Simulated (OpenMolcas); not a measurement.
Excited-state calculation, with input and output: CO2 (part 3 of 3)

The same run, continued: CO2; CASPT2/ANO-XS-VDZ, DKH2 (OpenMolcas 26.06). The geometry comes from this level: GFN2-xTB.

Geometry of the input (Å):
```
O  0.3674  -1.0795  0.0872
C  0.0002  0.0001  0.0001
O  -0.3675  1.0794  -0.0873
```

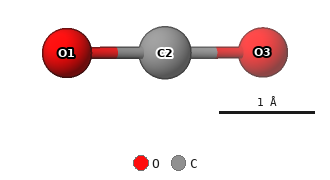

Figure 1. The structure as given in the input (ball-and-stick view, seen at a tilt; atoms are numbered from 1 in the order of the input).

Output, continued:
```
-----------------------------------------------------------------------------------------------------------------------------
   1    -0.021131   -0.030016   -0.017285   -0.033733   -0.047228   -0.013943   -0.034450   -0.057137   -0.254923    0.020505
   2    -0.021695   -0.030453   -0.017603   -0.034334   -0.047711   -0.014071   -0.034697   -0.057461   -0.258024    0.003504
   3    -0.021692   -0.030454   -0.017615   -0.034359   -0.047728   -0.014071   -0.034696   -0.057458   -0.258072    0.000891
   4    -0.021689   -0.030442   -0.017606   -0.034343   -0.047708   -0.014066   -0.034683   -0.057443   -0.257980    0.000180
   5    -0.021689   -0.030440   -0.017606   -0.034344   -0.047707   -0.014066   -0.034683   -0.057443   -0.257978    0.000040
   6    -0.021690   -0.030440   -0.017606   -0.034345   -0.047707   -0.014066   -0.034684   -0.057444   -0.257982    0.000007
   7    -0.021690   -0.030440   -0.017606   -0.034345   -0.047707   -0.014066   -0.034684   -0.057444   -0.257982    0.000002
-----------------------------------------------------------------------------------------------------------------------------

  FINAL CASPT2 RESULT:

      Reference energy:        -187.3467779378
      E2 (Non-variational):      -0.2579816926
      Shift correction:          -0.0029876489
      E2 (Variational):          -0.2609693416
      Total energy:            -187.6077472794
      Residual norm:              0.0000002769
      Reference weight:           0.90183

      Contributions to the CASPT2 correlation energy
      Active & Virtual Only:         -0.0316721658
      One Inactive Excited:          -0.0907184112
      Two Inactive Excited:          -0.1355911156

++ Denominators, etc.
--------------------------------------------------------------------------------------------------------------
 Report on small energy denominators, large coefficients, and large energy contributions.
CASE  SYMM ACTIVE-MIX  NON-ACTIVE INDICES          DENOMINATOR     RHS VALUE       COEFFICIENT     CONTRIBUTION
VJTU     1  Mu1.0001  In1.006                       0.23954105     -0.00000011      0.00000032     -0.00000000
VJTU     1  Mu1.0002  In1.006                       0.23984412      0.00000386     -0.00001108     -0.00000000
VJTU     1  Mu1.0001  In1.007                       0.16078417     -0.00000005      0.00000029     -0.00000000
VJTU     1  Mu1.0002  In1.007                       0.16108724     -0.01223158      0.03782663     -0.00046268
VJTU     1  Mu1.0007  In1.007                       0.89039550      0.05500910     -0.06277135     -0.00345300
VJTU     1  Mu1.0009  In1.007                       0.90135507     -0.04926055      0.05473367     -0.00269621
VJTU     1  Mu1.0001  In1.008                       0.16072569     -0.01224348      0.03784469     -0.00046335
VJTU     1  Mu1.0002  In1.008                       0.16102876      0.00000004     -0.00000026     -0.00000000
VJTU     1  Mu1.0006  In1.008                       0.89009487     -0.05504808      0.06283782     -0.00345910
VJTU     1  Mu1.0008  In1.008                       0.90128432      0.04946960     -0.05496998     -0.00271934
VJTIP    1  Mu1.0001  In1.007 In1.007               1.06586351     -0.04335764      0.04414972     -0.00191423
VJTIP    1  Mu1.0004  In1.007 In1.007               1.72507037      0.06293951     -0.03625903     -0.00228213
VJTIP    1  Mu1.0005  In1.007 In1.007               1.74522368     -0.05348089      0.02954186     -0.00157993
VJTIP    1  Mu1.0002  In1.008 In1.007               1.18086625      0.06179618     -0.05739450     -0.00354676
VJTIP    1  Mu1.0006  In1.008 In1.007               1.74640548     -0.07453932      0.04102182     -0.00305774
VJTIP    1  Mu1.0001  In1.008 In1.008               1.06574655      0.04342967     -0.04422599     -0.00192072
VJTIP    1  Mu1.0004  In1.008 In1.008               1.72495341      0.06390005     -0.03679884     -0.00235145
VJTIP    1  Mu1.0005  In1.008 In1.008               1.74510671      0.05249404     -0.02898007     -0.00152128
VJTIM    1  Mu1.0002  In1.008 In1.007               1.70591419      0.09706818     -0.05700328     -0.00553320
ATVX     1  Mu1.0006  Se1.021                       1.68756424     -0.04363324      0.02575601     -0.00112382
ATVX     1  Mu1.0007  Se1.022                       1.68795998      0.04369766     -0.02579130     -0.00112702
AIVX     1  Mu1.0001  In1.008 Se1.021               1.18161053      0.03033744     -0.02688793     -0.00081571
AIVX     1  Mu1.0001  In1.007 Se1.022               1.18167622     -0.03030136      0.02685771     -0.00081382
VJAIP    1  Mu1.0004  Se1.025 In1.007 In1.006       2.92807348     -0.07790773      0.02829977     -0.00220477
VJAIP    1  Mu1.0003  Se1.025 In1.008 In1.006       2.92794270     -0.07794003      0.02831280     -0.00220670
VJAIM    1  Mu1.0004  Se1.025 In1.007 In1.006       2.92807348      0.10352914     -0.03698344     -0.00382886
VJAIM    1  Mu1.0003  Se1.025 In1.008 In1.006       2.92794270      0.10357134     -0.03700016     -0.00383216
BJAIP    1  Se1.025 In1.006 Se1.025 In1.006         4.11735522      0.11690780     -0.02992112     -0.00349801
--

   (Skipping property calculation,
    use PROP keyword to activate)
--

++ CASPT2 computation for group   3

********************************************************************************
 Multi-State initialization phase begins for group   3
--------------------------------------------------------------------------------
********************************************************************************
 Compute H0 matrices for state    3
--------------------------------------------------------------------------------
--------------------------------------------------------------------------------
 H0 matrices have been computed.

********************************************************************************
  CASPT2 EQUATION SOLUTION
--------------------------------------------------------------------------------

  Total nr of CASPT2 parameters:
   Before reduction:       21279
   After  reduction:       20957

 Variance of |WF0>:       0.8023875814

 The contributions to the second order correlation energy in atomic units.
-----------------------------------------------------------------------------------------------------------------------------
  IT.      VJTU        VJTI        ATVX        AIVX        VJAI        BVAT        BJAT        BJAI        TOTAL       RNORM
-----------------------------------------------------------------------------------------------------------------------------
   1    -0.021341   -0.034573   -0.016804   -0.032923   -0.047673   -0.014643   -0.034311   -0.057121   -0.259389    0.020805
   2    -0.021893   -0.035103   -0.017114   -0.033518   -0.048170   -0.014773   -0.034561   -0.057447   -0.262580    0.003512
   3    -0.021892   -0.035109   -0.017127   -0.033546   -0.048189   -0.014773   -0.034560   -0.057445   -0.262641    0.000900
   4    -0.021889   -0.035095   -0.017118   -0.033531   -0.048169   -0.014768   -0.034547   -0.057430   -0.262549    0.000189
   5    -0.021890   -0.035093   -0.017118   -0.033532   -0.048168   -0.014767   -0.034547   -0.057430   -0.262546    0.000045
   6    -0.021890   -0.035093   -0.017118   -0.033533   -0.048168   -0.014768   -0.034548   -0.057431   -0.262550    0.000009
   7    -0.021890   -0.035093   -0.017118   -0.033533   -0.048168   -0.014768   -0.034548   -0.057431   -0.262550    0.000002
-----------------------------------------------------------------------------------------------------------------------------

  FINAL CASPT2 RESULT:

      Reference energy:        -187.3401493241
      E2 (Non-variational):      -0.2625495204
      Shift correction:          -0.0028327178
      E2 (Variational):          -0.2653822382
      Total energy:            -187.6055315624
      Residual norm:              0.0000004206
      Reference weight:           0.90071

      Contributions to the CASPT2 correlation energy
      Active & Virtual Only:         -0.0318860330
      One Inactive Excited:          -0.0899710253
      Two Inactive Excited:          -0.1406924621

++ Denominators, etc.
--------------------------------------------------------------------------------------------------------------
 Report on small energy denominators, large coefficients, and large energy contributions.
CASE  SYMM ACTIVE-MIX  NON-ACTIVE INDICES          DENOMINATOR     RHS VALUE       COEFFICIENT     CONTRIBUTION
VJTU     1  Mu1.0001  In1.006                       0.24955950     -0.00000321      0.00000468     -0.00000000
VJTU     1  Mu1.0002  In1.006                       0.24957216      0.00000001      0.00000009      0.00000000
VJTU     1  Mu1.0001  In1.007                       0.16744579     -0.00977367      0.03357287     -0.00032813
VJTU     1  Mu1.0002  In1.007                       0.16745845     -0.00000298      0.00001088     -0.00000000
VJTU     1  Mu1.0008  In1.007                       0.90006374     -0.05582018      0.06207012     -0.00346477
VJTU     1  Mu1.0010  In1.007                       0.99073248     -0.05636557      0.05798363     -0.00326828
VJTU     1  Mu1.0001  In1.008                       0.16744696      0.00000312     -0.00001118     -0.00000000
VJTU     1  Mu1.0002  In1.008                       0.16745961     -0.00976222      0.03354879     -0.00032751
VJTU     1  Mu1.0009  In1.008                       0.90007067      0.05581247     -0.06206117     -0.00346379
VJTU     1  Mu1.0011  In1.008                       0.99073784      0.05637633     -0.05799467     -0.00326953
VJTIP    1  Mu1.0002  In1.005 In1.005               2.41390592      0.05961895     -0.02690125     -0.00160382
VJTIP    1  Mu1.0002  In1.007 In1.007               1.16087758     -0.05397469      0.04976242     -0.00268591
VJTIP    1  Mu1.0003  In1.007 In1.007               1.18534195      0.04387691     -0.04040932     -0.00177304
VJTIP    1  Mu1.0005  In1.007 In1.007               1.75470432      0.06444732     -0.03541438     -0.00228236
VJTIP    1  Mu1.0006  In1.007 In1.007               1.75709682     -0.05175255      0.02838877     -0.00146919
VJTIP    1  Mu1.0004  In1.008 In1.007               1.72976826      0.07505198     -0.04296035     -0.00322426
VJTIP    1  Mu1.0002  In1.008 In1.008               1.16087991     -0.05392010      0.04971284     -0.00268052
VJTIP    1  Mu1.0003  In1.008 In1.008               1.18534428     -0.04393415      0.04046278     -0.00177770
VJTIP    1  Mu1.0005  In1.008 In1.008               1.75470665      0.06454560     -0.03546899     -0.00228937
VJTIP    1  Mu1.0006  In1.008 In1.008               1.75709915      0.05163993     -0.02832762     -0.00146284
VJTIM    1  Mu1.0002  In1.008 In1.007               1.72773231     -0.10001521      0.05769350     -0.00577023
AIVX     1  Mu1.0001  In1.007 Se1.021               1.19351073     -0.02885362      0.02556891     -0.00073776
AIVX     1  Mu1.0001  In1.008 Se1.022               1.19351061      0.02885438     -0.02557135     -0.00073785
VJAIP    1  Mu1.0003  Se1.025 In1.007 In1.006       2.93304546     -0.07841431      0.02840477     -0.00222734
VJAIP    1  Mu1.0004  Se1.025 In1.008 In1.006       2.93304727     -0.07841606      0.02840548     -0.00222745
VJAIM    1  Mu1.0003  Se1.025 In1.007 In1.006       2.93304546      0.10430197     -0.03714509     -0.00387431
VJAIM    1  Mu1.0004  Se1.025 In1.008 In1.006       2.93304727      0.10430387     -0.03714579     -0.00387445
BJAIP    1  Se1.025 In1.006 Se1.025 In1.006         4.12016038      0.11681171     -0.02987348     -0.00348957
--

   (Skipping property calculation,
    use PROP keyword to activate)
--

  Total CASPT2 energies:
::    CASPT2 Root  1     Total energy:   -187.95596700
::    CASPT2 Root  2     Total energy:   -187.60774728
::    CASPT2 Root  3     Total energy:   -187.60553156

++ Multi-State CASPT2 section:
********************************************************************************
  MULTI-STATE CASPT2 SECTION
--------------------------------------------------------------------------------

  Output diagonal energies have been shifted. Add    187.00000000000000

  Effective Hamiltonian matrix (Symmetric):

                1               2               3
   1      -374.95596700
   2        -0.00000010   -374.60774728
   3         0.00000216      0.00000001   -374.60553156

       Total MS-CASPT2 energies:
::    MS-CASPT2 Root  1     Total energy:   -187.95596700
::    MS-CASPT2 Root  2     Total energy:   -187.60774728
::    MS-CASPT2 Root  3     Total energy:   -187.60553156

       Eigenvectors:
            1.00000000     -0.00000029      0.00000617
            0.00000029      1.00000000      0.00000478
           -0.00000617     -0.00000478      1.00000000

--

  THE ORIGINAL CI ARRAYS ARE NOW MIXED AS LINEAR
  COMBINATIONS, GIVEN BY THE EIGENVECTORS.
  A NEW JOBIPH FILE NAMED 'JOBMIX' IS PREPARED.
********************************************************************************

++ Mixed CI coefficients:
  The CI coefficients for the MIXED state nr.   1
--------------------------------------------------------------------------------
 CI COEFFICIENTS LARGER THAN  5.00E-02
  Occupation of active orbitals, and spin coupling
  of open shells. (u,d: Spin up or down).
  SGUGA info is (Midvert:IsyUp:UpperWalk/LowerWalk)
        Conf  SGUGA info        Occupation    Coefficient         Weight
           1  ( 1:1:   1/   1)   222000         -0.955748       0.913455
           3  ( 2:1:   2/   1)   22u0d0          0.143917       0.020712
           8  ( 2:1:   1/   3)   u22d00          0.143909       0.020710
          13  ( 3:1:   3/   1)   220020          0.085339       0.007283
          21  ( 3:1:   5/   2)   2ud0ud          0.051416       0.002644
          24  ( 3:1:   2/   3)   u2dud0          0.077162       0.005954
          34  ( 3:1:   6/   4)   202002          0.056545       0.003197
          38  ( 3:1:   4/   5)   ud2u0d          0.051416       0.002644
          41  ( 3:1:   1/   6)   022200          0.085332       0.007282
          50  ( 4:1:   1/   2)   u2udd0         -0.088032       0.007750

  The CI coefficients for the MIXED state nr.   2
--------------------------------------------------------------------------------
 CI COEFFICIENTS LARGER THAN  5.00E-02
  Occupation of active orbitals, and spin coupling
  of open shells. (u,d: Spin up or down).
  SGUGA info is (Midvert:IsyUp:UpperWalk/LowerWalk)
        Conf  SGUGA info        Occupation    Coefficient         Weight
           2  ( 2:1:   1/   1)   22ud00          0.699481       0.489274
           9  ( 2:1:   2/   3)   u220d0         -0.698599       0.488041

  The CI coefficients for the MIXED state nr.   3
--------------------------------------------------------------------------------
 CI COEFFICIENTS LARGER THAN  5.00E-02
  Occupation of active orbitals, and spin coupling
  of open shells. (u,d: Spin up or down).
  SGUGA info is (Midvert:IsyUp:UpperWalk/LowerWalk)
        Conf  SGUGA info        Occupation    Coefficient         Weight
           3  ( 2:1:   2/   1)   22u0d0         -0.697095       0.485941
           8  ( 2:1:   1/   3)   u22d00          0.697128       0.485988
          13  ( 3:1:   3/   1)   220020         -0.088009       0.007746
          41  ( 3:1:   1/   6)   022200          0.088018       0.007747

--

--- Stop Module: caspt2 /rc=_RC_ALL_IS_WELL_ ---

--- Start Module: rassi ---

                                               &RASSI

                       available to each process: 1.9 GB of memory, 1 thread

      ********************************************************************************
      *                             General data section                             *
      ********************************************************************************

   Specific data for JOBIPH file JOBMIX
   -------------------------------------

   Header from SEWARD:

   CASSCF title (first line only):
       (No title given)

  STATE IRREP:                1
  SPIN MULTIPLICITY:          1
  ACTIVE ELECTRONS:           6
  MAX RAS1 HOLES:             0
  MAX RAS3 ELECTRONS:         0
  NR OF CONFIG:             175
 ###############################################################################
 ###    WARNING: EJOB used when HEFF is available, possible                  ###
 ###    extra interaction between states is ignored!                         ###
 ###############################################################################

   The following data are common to all the states:
   ------------------------------------------------
   (note: frozen counts as inactive, deleted as secondary)

      Nr of irreps: 1

                 Total     No./Irrep
      Irrep                  1
                             a

      INACTIVE       8       8
      ACTIVE         6       6
      SECONDARY     13      13
      BASIS         27      27

      RAS1           0       0
      RAS2           6       6
      RAS3           0       0

        MATRIX ELEMENTS WILL BE COMPUTED FOR THE FOLLOWING ONE-ELECTRON OPERATORS, UNLESS ZERO BY SYMMETRY.
   (Herm=Hermitian, Anti=Antihermitian, Sing=Singlet operator, Trip=Triplet operator)
     MLTPL  0   1 (HERMSING)     MLTPL  1   1 (HERMSING)     MLTPL  1   2 (HERMSING)
     MLTPL  1   3 (HERMSING)     MLTPL  2   1 (HERMSING)     MLTPL  2   2 (HERMSING)
     MLTPL  2   3 (HERMSING)     MLTPL  2   4 (HERMSING)     MLTPL  2   5 (HERMSING)
     MLTPL  2   6 (HERMSING)     VELOCITY   1 (ANTISING)     VELOCITY   2 (ANTISING)
     VELOCITY   3 (ANTISING)     ANGMOM     1 (ANTISING)     ANGMOM     2 (ANTISING)
     ANGMOM     3 (ANTISING)     MLTPV  2   1 (ANTISING)     MLTPV  2   2 (ANTISING)
     MLTPV  2   3 (ANTISING)     MLTPV  2   4 (ANTISING)     MLTPV  2   5 (ANTISING)
     MLTPV  2   6 (ANTISING)

       EIGENSTATES OF A SPIN-FREE HAMILTONIAN WILL BE COMPUTED BASED ON:

  a Hamiltonian matrix assumed to be diagonal with energies read from the wavefunction file(s).

  Nr of states:                    3

   State:        1   2   3
  JobIph:        1   1   1
 Root nr:        1   2   3

  HAMILTONIAN MATRIX FOR THE ORIGINAL STATES:

  Diagonal, with energies
   -187.95596700   -187.60774728   -187.60553156

      OVERLAP MATRIX FOR THE ORIGINAL STATES:

  Diagonal, with elements
      1.00000000      1.00000000      1.00000000

::    RASSI State    1     Total energy:    -187.95596700200343
::    RASSI State    2     Total energy:    -187.60774727936933
::    RASSI State    3     Total energy:    -187.60553156238012

      ****************************************************************************************************
      *                                         Spin-free section                                        *
      *                 Note: index according to input order, order according to energy.                 *
      ****************************************************************************************************

  SPIN-FREE ENERGIES:
  (Shifted by EMIN (a.u.) =       -187.9559670020)

 SF State       Relative EMIN(au)   Rel lowest level(eV)    D:o, cm**(-1)

     1             0.0000000000        0.0000000000              0.0000
     2             0.3482197226        9.4755413711          76425.3953
     3             0.3504354396        9.5358341019          76911.6889

++ Dipole transition strengths (spin-free states):
   -----------------------------------------------
     for osc. strength at least  1.00000000E-05

  ( Max oscillator strength is only    4.2676569315599603E-008 )
--

++ Velocity transition strengths (spin-free states):
   -------------------------------------------------
     for osc. strength at least  1.00000000E-05

  ( Max oscillator strength is only    1.6851797447789648E-008 )
--

++ Length and velocity gauge comparison (spin-free states):
   --------------------------------------------------------

 --------------------------------------------------
 A comparison between the dipole oscillator strengths in
 length and velocity gauge will be performed

     All dipole oscillator differences above the tolerance of   1.00000000E-01  will be printed

 Due to basis set deficiency these oscillator may be problematic

 The tolerance is defined as ABS(1-O_l/O_v)
 O_l : dipole oscillator strength in length gauge
 O_p : dipole oscillator strength in velocity gauge
 --------------------------------------------------

 No problematic oscillator strengths above the tolerance   0.10000000000000001       have been found

--

 Electric-dipole - electric-octupole not included
 Electric-dipole - magnetic-quadrupole not included

      ****************************************************************************************************
      *                                    Special properties section                                    *
      ****************************************************************************************************

--- Stop Module: rassi /rc=_RC_ALL_IS_WELL_ ---

.##################.
.# Happy landing! #.
.##################.

    Timing: Wall=2.54 User=2.14 System=0.38
```
